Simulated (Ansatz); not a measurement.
**BFH2O2 + HCl: a complex and its separated parts**

Aim: how far the complex at one end of a reaction step lies below its separated, relaxed parts, level by level.

Method: PBE0-D4/def2-TZVP structures, single points in def2-TZVPP, no counterpoise correction; program: Ansatz 0.2.0, Gaussian basis.

Levels: SPW92, PBE-D4, BLYP-D4, r2SCAN-D4, B97M-V, PBE0-D4, B3LYP-D4, r2SCAN0-D4, BHLYP-D4, CAM-B3LYP-D4, wB97X-V, wB97M-V, B2PLYP, PBE-QIDH, RPA on PBE, Hartree-Fock, MP2, CCSD, CCSD(T).

Cores are frozen in the correlated methods. B3LYP uses VWN-RPA correlation. B2PLYP carries no dispersion term here.

94 further runs of the same task are left out: 94 set aside as unsound or not needed.

## Step 1: Starting geometry

The complex: 8 atoms, charge 0, spin multiplicity 1.

Atoms are counted from 1 here; the program's logs count them from 0.

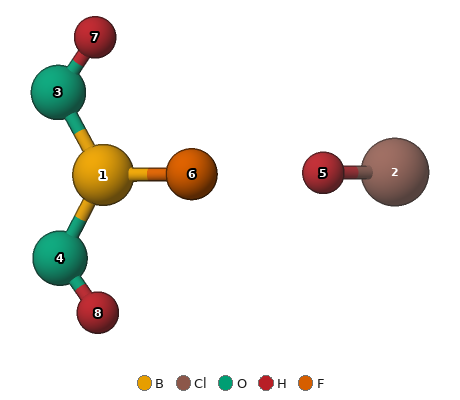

Start geometry, drawn with boron amber, chlorine brown, oxygen teal, hydrogen red, fluorine orange; atoms are numbered from 1 in the order of the file.

As a file:

```
B    -0.80767    0.30386   -0.25105
Cl    3.02159   -1.26460    0.75503
O    -0.77910    1.12670   -1.31840
O    -1.79928   -0.60016   -0.12229
H     1.96721   -0.54608    0.89093
F     0.15953    0.38770    0.69491
H    -0.03378    1.73066   -1.31803
H    -1.72848   -1.13798    0.66891
```

Its parts: BFH2O2 holds atoms 1, 3, 4, 6, 7, 8; HCl holds atoms 2, 5. Each part counts its atoms afresh in its own runs.

## Step 2: Relaxing BFH2O2 alone

relax-a/in.yaml reads:

```yaml
crystal:
  periodic: [false, false, false]
  atoms:
    - {symbol: B, position_ang: [-0.807670, 0.303862, -0.251047]}
    - {symbol: O, position_ang: [-0.779104, 1.126699, -1.318403]}
    - {symbol: O, position_ang: [-1.799282, -0.600160, -0.122294]}
    - {symbol: F, position_ang: [0.159525, 0.387700, 0.694911]}
    - {symbol: H, position_ang: [-0.033783, 1.730655, -1.318033]}
    - {symbol: H, position_ang: [-1.728482, -1.137977, 0.668911]}
basis:
  gaussian: {orbitals: def2-TZVP}
hamiltonian: {xc: pbe0, dispersion: d4}
relax: {f_tol: 0.005, max_steps: 200}
```

Launch:

```bash
ansatz run in.yaml --threads 4 --pin off --events-out ev --progress --plain --max-ram 9574MiB
```

Log (excerpt; [...] marks lines left out):

```text
Functional definition: PBE0
  name "PBE0"
  cite "Adamo & Barone, J. Chem. Phys. 110, 6158 (1999) doi:10.1063/1.478522"
  cite "Perdew, Burke & Ernzerhof, Phys. Rev. Lett. 77, 3865 (1996) doi:10.1103/PhysRevLett.77.3865"
  parent pbe
[...]
715 factors; their error is unknown
[...]
mean field -7519.88349710 eV, -276.3506213582 hartree, gradient 5.8e-5 eV, S^2 0.000000; 0 other end points of the search recorded, 0 dependent functions left out
[...]
reference -7519.88352174 eV, -276.3506222639 hartree; 16, 16 occupied and 120, 120 virtual orbitals, 715 factors
[...]
reference -7519.88686844 eV, -276.3507452527 hartree; 16, 16 occupied and 120, 120 virtual orbitals, 715 factors
Total energy: -7519.94278798 eV, -276.3528002581 hartree
Atom 0 at    -0.803169     0.304119    -0.246838 Å, force    -0.003764     0.000336    -0.002704 eV/Å
Atom 1 at    -0.780926     1.125329    -1.321127 Å, force     0.001717    -0.001958     0.004363 eV/Å
Atom 2 at    -1.800739    -0.600919    -0.125445 Å, force     0.004288     0.002391     0.001352 eV/Å
Atom 3 at     0.156814     0.386759     0.691254 Å, force    -0.003227    -0.000365    -0.003279 eV/Å
Atom 4 at    -0.035108     1.728561    -1.312950 Å, force    -0.000800    -0.002389     0.001647 eV/Å
Atom 5 at    -1.725668    -1.133069     0.669151 Å, force     0.001787     0.001985    -0.001379 eV/Å
Dipole moment:     0.204643     0.017734     0.200146 e Å
```

Wall time 3.8 s (4 threads of Arm Neoverse V2, shared host).

Relaxation path:

| step | energy from step 1 (eV) | largest force component (eV/Å) |
| --- | --- | --- |
| 1 | 0.0000 | 0.4200 |
| 2 | -0.0021 | 0.2699 |
| 3 | -0.0027 | 0.1388 |
| 4 | -0.0034 | 0.0044 |

Distances of close pairs at the start and the end, largest changes first:

| bond | before (Å) | after (Å) | change (Å) |
| --- | --- | --- | --- |
| B1–F4 | 1.355 | 1.345 | -0.011 |
| B1–O2 | 1.348 | 1.352 | +0.004 |
| B1–O3 | 1.348 | 1.352 | +0.004 |
| O2–H5 | 0.959 | 0.959 | -0.000 |
| O3–H6 | 0.959 | 0.959 | -0.000 |

## Step 3: Relaxing HCl alone

relax-b/in.yaml reads:

```yaml
crystal:
  periodic: [false, false, false]
  atoms:
    - {symbol: Cl, position_ang: [3.021590, -1.264598, 0.755028]}
    - {symbol: H, position_ang: [1.967206, -0.546079, 0.890929]}
basis:
  gaussian: {orbitals: def2-TZVP}
hamiltonian: {xc: pbe0, dispersion: d4}
relax: {f_tol: 0.005, max_steps: 200}
```

Launch:

```bash
ansatz run in.yaml --threads 4 --pin off --events-out ev --progress --plain --max-ram 9574MiB
```

Log (excerpt; [...] marks lines left out):

```text
[... 5 set-up lines as earlier in the session ...]
[...]
312 factors; their error is unknown
[...]
mean field -12535.31616122 eV, -460.6643721825 hartree, gradient 4.2e-5 eV, S^2 0.000000; 0 other end points of the search recorded, 0 dependent functions left out
[...]
reference -12535.31647376 eV, -460.6643836679 hartree; 9, 9 occupied and 34, 34 virtual orbitals, 312 factors
Total energy: -12535.32105166 eV, -460.6645519026 hartree
Atom 0 at     3.019828    -1.263397     0.755255 Å, force     0.000323    -0.000220    -0.000042 eV/Å
Atom 1 at     1.968968    -0.547280     0.890702 Å, force    -0.000323     0.000220     0.000042 eV/Å
Dipole moment:    -0.215793     0.147054     0.027814 e Å
```

Wall time 0.4 s (4 threads of Arm Neoverse V2, shared host).

The steps of the relaxation:

| step | energy from step 1 (eV) | largest force component (eV/Å) |
| --- | --- | --- |
| 1 | 0.0000 | 0.1125 |
| 2 | -0.0002 | 0.0458 |
| 3 | -0.0003 | 0.0003 |

The bond:

| bond | before (Å) | after (Å) | change (Å) |
| --- | --- | --- | --- |
| Cl1–H2 | 1.283 | 1.279 | -0.004 |

## Step 4: SPW92/def2-TZVPP

parta/in.yaml reads:

```yaml
crystal:
  periodic: [false, false, false]
  atoms:
    - {symbol: B, position_ang: [-0.803169, 0.304119, -0.246838]}
    - {symbol: O, position_ang: [-0.780926, 1.125329, -1.321127]}
    - {symbol: O, position_ang: [-1.800739, -0.600919, -0.125445]}
    - {symbol: F, position_ang: [0.156814, 0.386759, 0.691254]}
    - {symbol: H, position_ang: [-0.035108, 1.728561, -1.312950]}
    - {symbol: H, position_ang: [-1.725668, -1.133069, 0.669151]}
basis:
  gaussian: {orbitals: def2-TZVPP}
hamiltonian: {xc: lda}
```

partb/in.yaml reads:

```yaml
crystal:
  periodic: [false, false, false]
  atoms:
    - {symbol: Cl, position_ang: [3.019828, -1.263397, 0.755255]}
    - {symbol: H, position_ang: [1.968968, -0.547280, 0.890702]}
basis:
  gaussian: {orbitals: def2-TZVPP}
hamiltonian: {xc: lda}
```

One command serves all of them, each in its own folder.

Launch:

```bash
ansatz run in.yaml --threads 4 --pin off --events-out ev --progress --plain --max-ram 9574MiB
```

parta printed (excerpt; [...] marks lines left out):

```text
Functional definition: SPW92
  name "SPW92"
  cite "Dirac, Proc. Camb. Phil. Soc. 26, 376 (1930) doi:10.1017/S0305004100016108"
  cite "Slater, Phys. Rev. 81, 385 (1951) doi:10.1103/PhysRev.81.385"
  cite "Perdew & Wang, Phys. Rev. B 45, 13244 (1992) doi:10.1103/PhysRevB.45.13244"
[...]
745 factors; their error is unknown
[...]
mean field -7473.81469094 eV, -274.6576239583 hartree, gradient 9.3e-6 eV, S^2 0.000000; 0 other end points of the search recorded, 0 dependent functions left out
reference -7473.81472378 eV, -274.6576251654 hartree; 16, 16 occupied and 136, 136 virtual orbitals, 745 factors
Total energy: -7473.81472378 eV, -274.6576251654 hartree
```

partb printed (excerpt; [...] marks lines left out):

```text
[... 5 set-up lines as earlier in the session ...]
[...]
353 factors; their error is unknown
[...]
mean field -12498.56387843 eV, -459.3137507014 hartree, gradient 5.7e-5 eV, S^2 0.000000; 0 other end points of the search recorded, 0 dependent functions left out
reference -12498.56389784 eV, -459.3137514147 hartree; 9, 9 occupied and 47, 47 virtual orbitals, 353 factors
Total energy: -12498.56389784 eV, -459.3137514147 hartree
```

Wall times: 0.35 s (parta), 0.1 s (partb) on 4 threads of Arm Neoverse V2, shared host.

## Step 5: PBE-D4/def2-TZVPP

The same edit goes into each in.yaml of step 4 (parta, partb):

```diff
-hamiltonian: {xc: lda}
+hamiltonian: {xc: pbe, dispersion: d4}
```

The same command starts each run, in its folder.

Launch:

```bash
ansatz run in.yaml --threads 4 --pin off --events-out ev --progress --plain --max-ram 9574MiB
```

Output in parta (excerpt; [...] marks lines left out):

```text
Functional definition: PBE
  name "PBE"
[... 2 set-up lines as earlier in the session ...]
[...]
745 factors; their error is unknown
[...]
mean field -7519.82132777 eV, -276.3483366776 hartree, gradient 1.5e-5 eV, S^2 0.000000; 0 other end points of the search recorded, 0 dependent functions left out
reference -7519.82136352 eV, -276.3483379913 hartree; 16, 16 occupied and 136, 136 virtual orbitals, 745 factors
Total energy: -7519.88966849 eV, -276.3508481528 hartree
```

Output in partb (excerpt; [...] marks lines left out):

```text
[... 4 set-up lines as earlier in the session ...]
[...]
353 factors; their error is unknown
[...]
mean field -12534.30963017 eV, -460.6273828484 hartree, gradient 8.1e-5 eV, S^2 0.000000; 0 other end points of the search recorded, 0 dependent functions left out
reference -12534.30965107 eV, -460.6273836167 hartree; 9, 9 occupied and 47, 47 virtual orbitals, 353 factors
Total energy: -12534.31531223 eV, -460.6275916602 hartree
```

They took 0.55 s (parta), 0.1 s (partb) on 4 threads of Arm Neoverse V2, shared host.

## Step 6: BLYP-D4/def2-TZVPP

Each input of step 5 (parta, partb) changes in the same lines:

```diff
-hamiltonian: {xc: pbe, dispersion: d4}
+hamiltonian: {xc: {name: BLYP}, dispersion: d4}
```

The same command starts each run, in its folder.

Launch:

```bash
ansatz run in.yaml --threads 4 --pin off --events-out ev --progress --plain --max-ram 9574MiB
```

parta printed (excerpt; [...] marks lines left out):

```text
Functional definition: BLYP
  name "BLYP"
  cite "Becke, Phys. Rev. A 38, 3098 (1988) doi:10.1103/PhysRevA.38.3098"
  cite "Lee, Yang & Parr, Phys. Rev. B 37, 785 (1988) doi:10.1103/PhysRevB.37.785"
[...]
745 factors; their error is unknown
[...]
mean field -7526.74400030 eV, -276.6027402008 hartree, gradient 1.8e-5 eV, S^2 0.000000; 0 other end points of the search recorded, 0 dependent functions left out
reference -7526.74427877 eV, -276.6027504344 hartree; 16, 16 occupied and 136, 136 virtual orbitals, 745 factors
Total energy: -7526.90344362 eV, -276.6085996347 hartree
```

Output in partb (excerpt; [...] marks lines left out):

```text
[... 4 set-up lines as earlier in the session ...]
[...]
353 factors; their error is unknown
[...]
mean field -12539.38860745 eV, -460.8140318211 hartree, gradient 4.5e-5 eV, S^2 0.000000; 0 other end points of the search recorded, 0 dependent functions left out
reference -12539.38881177 eV, -460.8140393297 hartree; 9, 9 occupied and 47, 47 virtual orbitals, 353 factors
Total energy: -12539.40230090 eV, -460.8145350459 hartree
```

Times: 0.55 s (parta), 0.15 s (partb) on 4 threads of Arm Neoverse V2, shared host.

## Step 7: r2SCAN-D4/def2-TZVPP

The same edit goes into each in.yaml of step 6 (parta, partb):

```diff
-hamiltonian: {xc: {name: BLYP}, dispersion: d4}
+hamiltonian: {xc: r2scan, dispersion: d4}
```

Each run has its own folder and the same command.

Launch:

```bash
ansatz run in.yaml --threads 4 --pin off --events-out ev --progress --plain --max-ram 9574MiB
```

Output in parta (excerpt; [...] marks lines left out):

```text
Functional definition: r2SCAN
  name "r2SCAN"
  cite "Furness, Kaplan, Ning, Perdew & Sun, J. Phys. Chem. Lett. 11, 8208 (2020) doi:10.1021/acs.jpclett.0c02405"
  cite "Furness, Kaplan, Ning, Perdew & Sun, J. Phys. Chem. Lett. 11, 9248 (2020) doi:10.1021/acs.jpclett.0c03077"
  parent r2scan
[...]
745 factors; their error is unknown
[...]
mean field -7524.33831485 eV, -276.5143328910 hartree, gradient 1.7e-5 eV, S^2 0.000000; 0 other end points of the search recorded, 0 dependent functions left out
reference -7524.33832516 eV, -276.5143332698 hartree; 16, 16 occupied and 136, 136 virtual orbitals, 745 factors
Total energy: -7524.35430964 eV, -276.5149206887 hartree
```

partb printed (excerpt; [...] marks lines left out):

```text
[... 5 set-up lines as earlier in the session ...]
[...]
353 factors; their error is unknown
[...]
mean field -12538.62224983 eV, -460.7858686978 hartree, gradient 3.1e-5 eV, S^2 0.000000; 0 other end points of the search recorded, 0 dependent functions left out
reference -12538.62225516 eV, -460.7858688936 hartree; 9, 9 occupied and 47, 47 virtual orbitals, 353 factors
Total energy: -12538.62352111 eV, -460.7859154164 hartree
```

Wall times: 1.1 s (parta), 0.4 s (partb) on 4 threads of Arm Neoverse V2, shared host.

## Step 8: B97M-V/def2-TZVPP

Each input of step 7 (parta, partb) changes in the same lines:

```diff
-hamiltonian: {xc: r2scan, dispersion: d4}
+hamiltonian: {xc: {name: B97M-V}}
```

One command serves all of them, each in its own folder.

Launch:

```bash
ansatz run in.yaml --threads 4 --pin off --events-out ev --progress --plain --max-ram 9574MiB
```

parta printed (excerpt; [...] marks lines left out):

```text
Functional definition: B97M-V
  name "B97M-V"
  cite "Mardirossian & Head-Gordon, J. Chem. Phys. 142, 074111 (2015) doi:10.1063/1.4907719"
  cite "Becke, J. Chem. Phys. 107, 8554 (1997) doi:10.1063/1.475007"
  cite "Vydrov & Van Voorhis, J. Chem. Phys. 133, 244103 (2010) doi:10.1063/1.3521275"
  # Of w^i u^j: cxij and so on, Table III.
[...]
  gx(w, u) = cx00 + cx01*u + cx02*u^2 + (cx10 + cx11*u)*w
[...]
  gos(w, u) = cos00 + cos01*u + cos03*u^3 + cos10*w + cos32*w^3*u^2
[...]
      + integral(e_c_pw_mod_opposite_spin*gos(b97_w_opposite, b97_u_opposite)) + vv10(b, c)
745 factors; their error is unknown
[...]
mean field -7525.90947826 eV, -276.5720720814 hartree, gradient 1.6e-5 eV, S^2 0.000000; 0 other end points of the search recorded, 0 dependent functions left out
reference -7525.90952955 eV, -276.5720739663 hartree; 16, 16 occupied and 136, 136 virtual orbitals, 745 factors
Total energy: -7525.90952955 eV, -276.5720739663 hartree
```

Output in partb (excerpt; [...] marks lines left out):

```text
[... 5 set-up lines as earlier in the session ...]
  # Of w^i u^j: cxij and so on, Table III.
[...]
  gx(w, u) = cx00 + cx01*u + cx02*u^2 + (cx10 + cx11*u)*w
[...]
  gos(w, u) = cos00 + cos01*u + cos03*u^3 + cos10*w + cos32*w^3*u^2
[...]
      + integral(e_c_pw_mod_opposite_spin*gos(b97_w_opposite, b97_u_opposite)) + vv10(b, c)
353 factors; their error is unknown
[...]
mean field -12536.22648333 eV, -460.6978259030 hartree, gradient 1.2e-5 eV, S^2 0.000000; 0 other end points of the search recorded, 0 dependent functions left out
reference -12536.22651146 eV, -460.6978269366 hartree; 9, 9 occupied and 47, 47 virtual orbitals, 353 factors
Total energy: -12536.22651146 eV, -460.6978269366 hartree
```

Times: 2.1 s (parta), 0.35 s (partb) on 4 threads of Arm Neoverse V2, shared host.

## Step 9: PBE0-D4/def2-TZVPP

The same edit goes into each in.yaml of step 8 (parta, partb):

```diff
-hamiltonian: {xc: {name: B97M-V}}
+hamiltonian: {xc: pbe0, dispersion: d4}
+output: {orbitals: {seedname: orbitals}}
```

One command serves all of them, each in its own folder.

Launch:

```bash
ansatz run in.yaml --threads 4 --pin off --events-out ev --progress --plain --max-ram 9574MiB
```

parta printed (excerpt; [...] marks lines left out):

```text
[... 5 set-up lines as earlier in the session ...]
[...]
745 factors; their error is unknown
[...]
mean field -7519.96729362 eV, -276.3537008237 hartree, gradient 1.2e-5 eV, S^2 0.000000; 0 other end points of the search recorded, 0 dependent functions left out
reference -7519.96731874 eV, -276.3537017467 hartree; 16, 16 occupied and 136, 136 virtual orbitals, 745 factors
Total energy: -7520.02323828 eV, -276.3557567521 hartree
```

Output in partb (excerpt; [...] marks lines left out):

```text
[... 5 set-up lines as earlier in the session ...]
[...]
384 factors; their error is unknown
[...]
mean field -12535.34597577 eV, -460.6654678467 hartree, gradient 3.7e-5 eV, S^2 0.000000; 0 other end points of the search recorded, 0 dependent functions left out
reference -12535.34599141 eV, -460.6654684216 hartree; 9, 9 occupied and 47, 47 virtual orbitals, 384 factors
Total energy: -12535.35056931 eV, -460.6656366563 hartree
```

Wall times: 0.7 s (parta), 0.15 s (partb) on 4 threads of Arm Neoverse V2, shared host.

## Step 10: B3LYP-D4/def2-TZVPP

Each input of step 9 (parta, partb) changes in the same lines:

```diff
-hamiltonian: {xc: pbe0, dispersion: d4}
-output: {orbitals: {seedname: orbitals}}
+hamiltonian: {xc: {name: B3LYP}, dispersion: d4}
```

One command serves all of them, each in its own folder.

Launch:

```bash
ansatz run in.yaml --threads 4 --pin off --events-out ev --progress --plain --max-ram 9574MiB
```

Log of parta (excerpt; [...] marks lines left out):

```text
Functional definition: B3LYP
  name "B3LYP"
  cite "Stephens, Devlin, Chabalowski & Frisch, J. Phys. Chem. 98, 11623 (1994) doi:10.1021/j100096a001"
[... 2 set-up lines as earlier in the session ...]
  cite "Vosko, Wilk & Nusair, Can. J. Phys. 58, 1200 (1980) doi:10.1139/p80-159"
[...]
745 factors; their error is unknown
[...]
mean field -7528.03457330 eV, -276.6501678838 hartree, gradient 2.2e-5 eV, S^2 0.000000; 0 other end points of the search recorded, 0 dependent functions left out
reference -7528.03477521 eV, -276.6501753037 hartree; 16, 16 occupied and 136, 136 virtual orbitals, 745 factors
Total energy: -7528.14492370 eV, -276.6542231860 hartree
```

Log of partb (excerpt; [...] marks lines left out):

```text
[... 6 set-up lines as earlier in the session ...]
[...]
372 factors; their error is unknown
[...]
mean field -12539.99363258 eV, -460.8362660843 hartree, gradient 4.5e-5 eV, S^2 0.000000; 0 other end points of the search recorded, 0 dependent functions left out
reference -12539.99378463 eV, -460.8362716722 hartree; 9, 9 occupied and 47, 47 virtual orbitals, 372 factors
Total energy: -12540.00297124 eV, -460.8366092737 hartree
```

They took 0.75 s (parta), 0.15 s (partb) on 4 threads of Arm Neoverse V2, shared host.

## Step 11: r2SCAN0-D4/def2-TZVPP

Each input of step 10 (parta, partb) changes in the same lines:

```diff
-hamiltonian: {xc: {name: B3LYP}, dispersion: d4}
+hamiltonian: {xc: {name: r2SCAN0}, dispersion: d4}
```

One command serves all of them, each in its own folder.

Launch:

```bash
ansatz run in.yaml --threads 4 --pin off --events-out ev --progress --plain --max-ram 9574MiB
```

Output in parta (excerpt; [...] marks lines left out):

```text
Functional definition: r2SCAN0
  name "r2SCAN0"
  cite "Bursch, Neugebauer, Ehlert & Grimme, J. Chem. Phys. 156, 134105 (2022) doi:10.1063/5.0086040"
[... 3 set-up lines as earlier in the session ...]
[...]
745 factors; their error is unknown
[...]
mean field -7523.35583230 eV, -276.4782273232 hartree, gradient 1.7e-5 eV, S^2 0.000000; 0 other end points of the search recorded, 0 dependent functions left out
reference -7523.35584015 eV, -276.4782276118 hartree; 16, 16 occupied and 136, 136 virtual orbitals, 745 factors
Total energy: -7523.37413500 eV, -276.4788999353 hartree
```

Log of partb (excerpt; [...] marks lines left out):

```text
[... 6 set-up lines as earlier in the session ...]
[...]
384 factors; their error is unknown
[...]
mean field -12538.53747317 eV, -460.7827532130 hartree, gradient 4.5e-6 eV, S^2 0.000000; 0 other end points of the search recorded, 0 dependent functions left out
reference -12538.53747742 eV, -460.7827533693 hartree; 9, 9 occupied and 47, 47 virtual orbitals, 384 factors
Total energy: -12538.53893094 eV, -460.7828067852 hartree
```

Wall times: 1.2 s (parta), 0.4 s (partb) on 4 threads of Arm Neoverse V2, shared host.

## Step 12: BHLYP-D4/def2-TZVPP

Each input of step 11 (parta, partb) changes in the same lines:

```diff
-hamiltonian: {xc: {name: r2SCAN0}, dispersion: d4}
+hamiltonian: {xc: {name: BHLYP}, dispersion: d4}
```

Each run has its own folder and the same command.

Launch:

```bash
ansatz run in.yaml --threads 4 --pin off --events-out ev --progress --plain --max-ram 9574MiB
```

parta printed (excerpt; [...] marks lines left out):

```text
Functional definition: BHLYP
  name "BHLYP"
  cite "Becke, J. Chem. Phys. 98, 1372 (1993) doi:10.1063/1.464304"
[... 2 set-up lines as earlier in the session ...]
[...]
856 factors; their error is unknown
[...]
mean field -7524.69886634 eV, -276.5275829139 hartree, gradient 2.9e-5 eV, S^2 0.000000; 0 other end points of the search recorded, 0 dependent functions left out
reference -7524.69899776 eV, -276.5275877434 hartree; 16, 16 occupied and 136, 136 virtual orbitals, 856 factors
Total energy: -7524.77267340 eV, -276.5302952734 hartree
```

Log of partb (excerpt; [...] marks lines left out):

```text
[... 5 set-up lines as earlier in the session ...]
[...]
403 factors; their error is unknown
[...]
mean field -12539.47115427 eV, -460.8170653605 hartree, gradient 2.7e-5 eV, S^2 0.000000; 0 other end points of the search recorded, 0 dependent functions left out
reference -12539.47125776 eV, -460.8170691639 hartree; 9, 9 occupied and 47, 47 virtual orbitals, 403 factors
Total energy: -12539.47730417 eV, -460.8172913651 hartree
```

Wall times: 0.75 s (parta), 0.15 s (partb) on 4 threads of Arm Neoverse V2, shared host.

(Part 1 of 2 ends here.)
